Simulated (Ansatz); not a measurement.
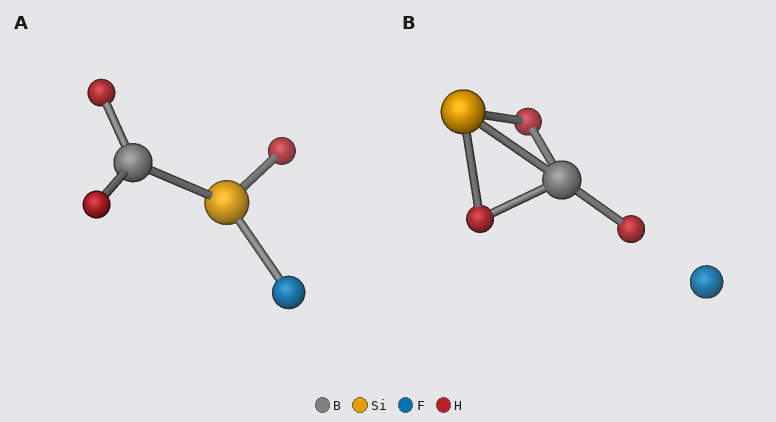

2 stationary structures of one formula. Charge −1, singlet. Geometries: PBE0-D4/def2-TZVPD. Electronic energies: RHF-CCSD(T) (frozen core)/def2-TZVPPD (Ansatz 0.2.0), without zero-point energy. No frequency run is at hand to confirm each as a minimum.

Which structure is the most stable?

A is lowest (C1); B lies 69.3 kcal/mol above it.

Give E(B) − E(A) in kcal/mol at these levels too: B3LYP-D4/def2-TZVPPD; r2SCAN-D4/def2-TZVPPD; PBE0-D4/def2-TZVPPD; PBE0-D4/def2-TZVPD; ωB97M-V/def2-TZVPPD; RHF-CCSD(T) (frozen core)/def2-TZVPPD; PBE-D4/def2-TZVPPD.

| level | E(B) − E(A) (kcal/mol) |
| --- | --- |
| B3LYP-D4/def2-TZVPPD | +68.6 |
| r2SCAN-D4/def2-TZVPPD | +68.4 |
| PBE0-D4/def2-TZVPPD | +67.1 |
| PBE0-D4/def2-TZVPD | +67.1 |
| ωB97M-V/def2-TZVPPD | +67.4 |
| RHF-CCSD(T) (frozen core)/def2-TZVPPD | +69.3 |
| PBE-D4/def2-TZVPPD | +61.0 |
